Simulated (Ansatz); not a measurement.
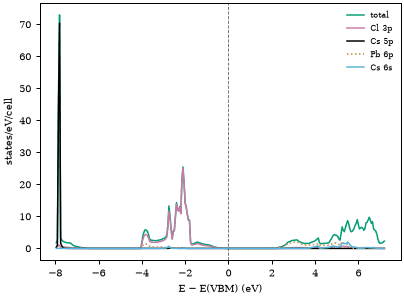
*Total and projected density of states of CsPbCl₃ (cubic perovskite, Pm-3m), the program Ansatz at the PBE level (PAW)*

Problem. Which orbitals carry the states next to the gap?

Solution. Top 1 eV of the valence band: Cl 3p 68 %, Pb 6s 24 %, Pb 6p 6 %. Bottom 1 eV of the conduction band: Pb 6p 80 %, Cl 3p 8 %, Cl 3s 7 %. Projections are on Löwdin-orthogonalised atomic valence shells; empty p or d shells of many metals are not among them.

This is a known high-temperature phase of the composition, computed here at zero pressure and temperature. Symmetry was held in the PBE relaxation; whether a distortion lowers the energy is not shown. Spin–orbit coupling is left out wherever it is not named.

Potentials: the later of the program's two PAW sets.
